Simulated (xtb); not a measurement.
# Frequency calculation of C₂H₅GaS₂ (part 2 of 2)

Continued. System: C₂H₅GaS₂. Method: GFN2-xTB (xtb 6.7.1). The geometry was optimised with GFN2-xTB.

Geometry of the input (Å):
```
Ga -0.3618  0.4813  -1.6674
S  -0.1462  -1.6534  -0.8876
C  0.6051  -0.8692  0.5327
C  -0.1769  0.0719  1.3541
S  1.0875  0.9038  0.3634
H  -1.6656  1.2669  -1.3061
H  0.4948  0.8944  -2.8923
H  1.3582  -1.4772  1.0200
H  0.0148  0.1186  2.4189
H  -1.2098  0.2628  1.0643
```

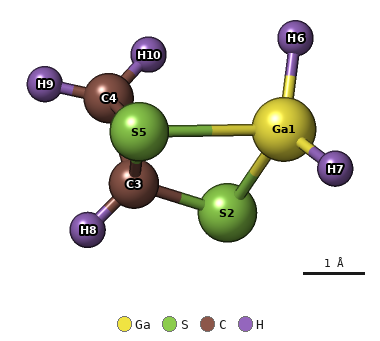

*The structure as given in the input (ball-and-stick view, seen at a tilt; atoms are numbered from 1 in the order of the input). Sticks mark near contacts.*

Output, continued:
```
 ---------------------------------------------------------------------------
     #   Z sym  total        # sym  WBO       # sym  WBO       # sym  WBO
 ---------------------------------------------------------------------------
     1  31 Ga   3.030 --     2 S    0.904     7 H    0.787     6 H    0.784
                             5 S    0.419
     2  16 S    2.206 --     3 C    1.023     1 Ga   0.904
     3   6 C    3.940 --     4 C    1.031     2 S    1.023     8 H    0.963
                             5 S    0.868
     4   6 C    3.942 --     3 C    1.031     9 H    0.966    10 H    0.939
                             5 S    0.924
     5  16 S    2.386 --     4 C    0.924     3 C    0.868     1 Ga   0.419
     6   1 H    0.994 --     1 Ga   0.784     7 H    0.103
     7   1 H    0.997 --     1 Ga   0.787     6 H    0.103
     8   1 H    0.995 --     3 C    0.963
     9   1 H    0.992 --     4 C    0.966
    10   1 H    0.990 --     4 C    0.939
 ---------------------------------------------------------------------------

Topologies differ in total number of bonds
Writing topology from bond orders to xtbtopo.mol

molecular dipole:
                 x           y           z       tot (Debye)
 q only:        0.100       0.241       1.249
Molecule has no symmetry elements
It seems to be the C1 point group
   full:        0.090       0.307       1.255       3.293
molecular quadrupole (traceless):
                xx          xy          yy          xz          yz          zz
 q only:        0.815      -1.284      -2.810      -0.388      -1.802       1.995
  q+dip:        2.274      -3.395      -5.648      -1.687      -2.079       3.374
   full:        1.164      -1.896      -5.269       0.958      -1.636       4.106

           -------------------------------------------------
          |               Frequency Printout                |
           -------------------------------------------------
 projected vibrational frequencies (cm⁻¹)
eigval :       -0.00    -0.00    -0.00     0.00     0.00     0.00
eigval :      123.22   170.23   247.37   325.73   348.19   374.55
eigval :      384.81   482.45   581.63   643.75   670.22   716.42
eigval :      892.21   916.28  1016.69  1024.46  1152.40  1216.03
eigval :     1397.48  1625.82  1704.21  2958.90  3031.39  3052.51
 reduced masses (amu)
   1: 47.74   2: 45.07   3: 49.54   4: 28.66   5: 30.12   6: 33.63   7: 21.60   8: 46.60
   9: 36.68  10: 18.54  11:  5.76  12: 23.98  13:  9.41  14:  3.95  15: 16.18  16: 13.51
  17:  5.10  18: 15.53  19:  2.52  20:  3.04  21:  2.90  22:  3.28  23:  6.16  24:  7.22
  25:  2.82  26:  1.71  27:  2.10  28:  1.70  29:  1.80  30:  1.89
 IR intensities (km·mol⁻¹)
   1:  0.60   2:  0.39   3:  0.06   4:  0.33   5:  0.37   6:  0.70   7:  2.26   8: 17.30
   9: 13.50  10: 13.94  11: 61.93  12: 26.29  13: 22.80  14:181.72  15: 91.14  16: 84.29
  17:318.56  18: 32.56  19:  1.43  20: 13.59  21:  7.33  22:  3.93  23:  5.11  24: 28.82
  25:  7.04  26:255.29  27:357.97  28:  3.39  29:  3.34  30:  4.05
 Raman intensities (Ä⁴*amu⁻¹)
   1:  0.00   2:  0.00   3:  0.00   4:  0.00   5:  0.00   6:  0.00   7:  0.00   8:  0.00
   9:  0.00  10:  0.00  11:  0.00  12:  0.00  13:  0.00  14:  0.00  15:  0.00  16:  0.00
  17:  0.00  18:  0.00  19:  0.00  20:  0.00  21:  0.00  22:  0.00  23:  0.00  24:  0.00
  25:  0.00  26:  0.00  27:  0.00  28:  0.00  29:  0.00  30:  0.00
 output can be read by thermo (or use thermo option).
 writing <g98.out> molden fake output.
 recommended (thermochemical) frequency scaling factor: 1.0
           -------------------------------------------------
          |             Thermodynamic Functions             |
           -------------------------------------------------

c1  symmetry found (for desy threshold:  0.10E+00) used in thermo

          ...................................................
          :                      SETUP                      :
          :.................................................:
          :  # frequencies                          24      :
          :  # imaginary freq.                       0      :
          :  linear?                             false      :
          :  only rotor calc.                    false      :
          :  symmetry                               c1      :
          :  rotational number                       1      :
          :  scaling factor                  1.0000000      :
          :  rotor cutoff                   50.0000000 cm⁻¹ :
          :  imag. cutoff                  -20.0000000 cm⁻¹ :
          :.................................................:

    mode    ω/cm⁻¹     T·S(HO)/kcal·mol⁻¹    T·S(FR)/kcal·mol⁻¹   T·S(vib)
   ------------------------------------------------------------------------
       1    123.22    -0.90911 ( 97.36%)    -0.78919 (  2.64%)    -0.90594
       2    170.23    -0.72537 ( 99.26%)    -0.69350 (  0.74%)    -0.72514
       3    247.37    -0.52154 ( 99.83%)    -0.58282 (  0.17%)    -0.52164
   ------------------------------------------------------------------------

   temp. (K)  partition function   enthalpy   heat capacity  entropy
                                   cal/mol     cal/K/mol   cal/K/mol   J/K/mol
 298.15  VIB   17.5                 2636.476     19.082     14.521
         ROT  0.305E+06              888.752      2.981     28.073
         INT  0.533E+07             3525.229     22.063     42.594
         TR   0.201E+28             1481.254      4.968     41.154
         TOT                        5006.4826    27.0315    83.7485   350.4039

       T/K    H(0)-H(T)+PV         H(T)/Eh          T*S/Eh         G(T)/Eh
   ------------------------------------------------------------------------
    298.15    0.797834E-02    0.650622E-01    0.397916E-01    0.252706E-01
   ------------------------------------------------------------------------

         :::::::::::::::::::::::::::::::::::::::::::::::::::::
         ::                  THERMODYNAMIC                  ::
         :::::::::::::::::::::::::::::::::::::::::::::::::::::
         :: total free energy         -14.492251931627 Eh   ::
         ::.................................................::
         :: total energy              -14.517522525877 Eh   ::
         :: zero point energy           0.057083887782 Eh   ::
         :: G(RRHO) w/o ZPVE           -0.031813293532 Eh   ::
         :: G(RRHO) contrib.            0.025270594250 Eh   ::
         :::::::::::::::::::::::::::::::::::::::::::::::::::::

           -------------------------------------------------
          | TOTAL ENERGY              -14.517522525877 Eh   |
          | TOTAL ENTHALPY            -14.452460300258 Eh   |
          | TOTAL FREE ENERGY         -14.492251931627 Eh   |
          | GRADIENT NORM               0.000034710422 Eh/α |
          | HOMO-LUMO GAP               2.867923195309 eV   |
           -------------------------------------------------

------------------------------------------------------------------------
------------------------------------------------------------------------
 total:
 *  cpu-time:     0 d,  0 h,  0 min,  0.512 sec
 * ratio c/w:     0.964 speedup
 SCF:
 *  cpu-time:     0 d,  0 h,  0 min,  0.012 sec
 * ratio c/w:     0.982 speedup
 analytical hessian:
 *  cpu-time:     0 d,  0 h,  0 min,  0.484 sec
 * ratio c/w:     0.963 speedup
```

File vibspectrum:
```
$vibrational spectrum
#  mode     symmetry     wave number   IR intensity    selection rules
#                         cm**(-1)      (km*mol⁻¹)        IR
     1                      -0.00         0.00000          -
     2                      -0.00         0.00000          -
     3                      -0.00         0.00000          -
     4                       0.00         0.00000          -
     5                       0.00         0.00000          -
     6                       0.00         0.00000          -
     7        a            123.22         2.25900         YES
     8        a            170.23        17.29502         YES
     9        a            247.37        13.50438         YES
    10        a            325.73        13.93804         YES
    11        a            348.19        61.93453         YES
    12        a            374.55        26.29158         YES
    13        a            384.81        22.80083         YES
    14        a            482.45       181.72369         YES
    15        a            581.63        91.13533         YES
    16        a            643.75        84.29405         YES
    17        a            670.22       318.55777         YES
    18        a            716.42        32.55608         YES
    19        a            892.21         1.43071         YES
    20        a            916.28        13.59154         YES
    21        a           1016.69         7.32723         YES
    22        a           1024.46         3.93039         YES
    23        a           1152.40         5.10788         YES
    24        a           1216.03        28.82031         YES
    25        a           1397.48         7.03543         YES
    26        a           1625.82       255.28666         YES
    27        a           1704.21       357.96764         YES
    28        a           2958.90         3.39179         YES
    29        a           3031.39         3.33578         YES
    30        a           3052.51         4.04717         YES
$end
```

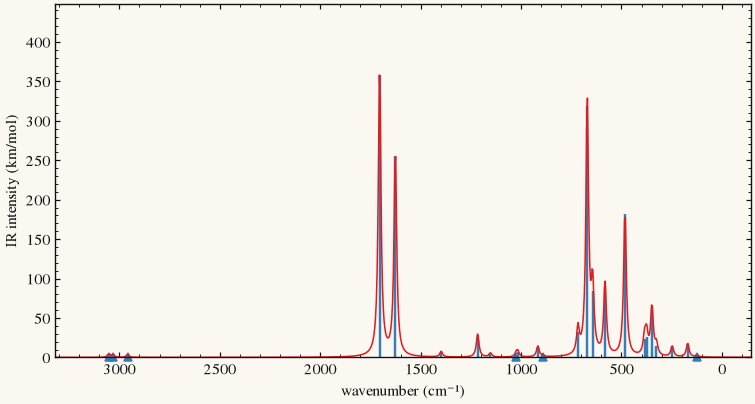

*Harmonic infrared spectrum, unscaled: sticks (degenerate modes added up, dark ones marked on the axis) with a Lorentzian envelope of 16 cm⁻¹ full width, scaled to the tallest stick.*

24 modes from 123 to 3053 cm⁻¹, none imaginary. The strongest line is at 1704 cm⁻¹ (358 km/mol).

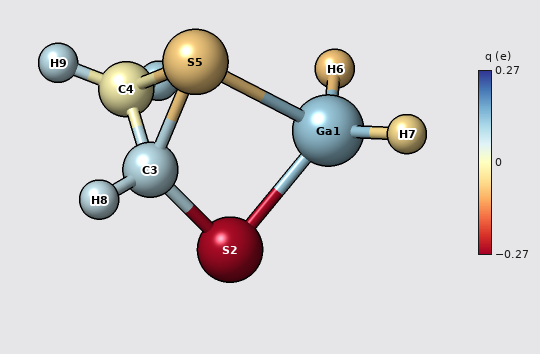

*Mulliken charges, as the colour of each atom (ball-and-stick view, seen at a tilt; atoms are numbered from 1 in the order of the input).*

By element: Ga +0.12, S −0.26 to −0.07, C −0.01 to +0.09 and H −0.08 to +0.10 e.

Summary:

| quantity | value |
| --- | --- |
| outcome | converged |
| electrons treated | 28 |
| total energy | −14.517523 hartree |
| dispersion energy | −0.008944 hartree |
| basis functions | 43 |
| HOMO | −10.69 eV |
| LUMO | −7.82 eV |
| zero-point energy | 0.057084 hartree |
| dipole moment | 3.29 D |
| wavenumbers, lowest and highest | 123 and 3053 cm⁻¹ |
| wall time | 0.56 s |
| peak memory | 0.071 GiB |
